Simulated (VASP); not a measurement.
Band structure of MgTe (wurtzite). Computed with vdW-DF2, VASP's PBE PAW potentials (set 64) (plane waves; VASP 6.6.1).

Unless said otherwise, spin-orbit coupling is left out, though it shifts the bands of the heavy elements here.

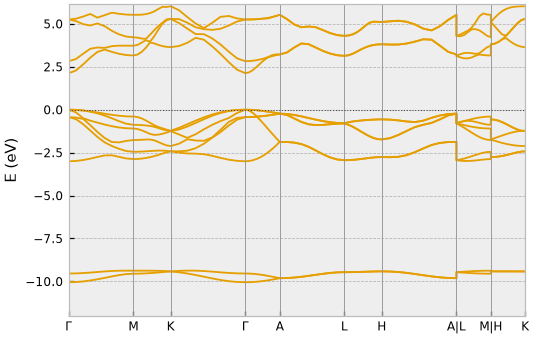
Bands along high-symmetry lines, zero at the valence-band maximum or, without a gap, the Fermi level

Problem. Read the plot: is there a gap, and where are the band edges?

Solution. The gap is direct, 2.12 eV, from the valence maximum at Γ to the conduction minimum at Γ. (Edges off the drawn lines would not show.)

The compound is MgTe in the wurtzite structure. It was relaxed first, which changed the volume by +8 %.
